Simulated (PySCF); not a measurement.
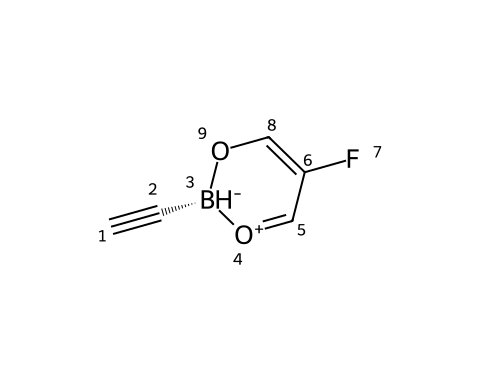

Skeletal drawing with numbered atoms; wedges and dashes mark any stereocentres. The configuration is that of a computed structure (GFN2-xTB).

Assign CIP descriptors.

Answer. B3: R.

Write the isomeric SMILES.

Answer. C#C[B@@H-]1OC=C(F)C=[O+]1
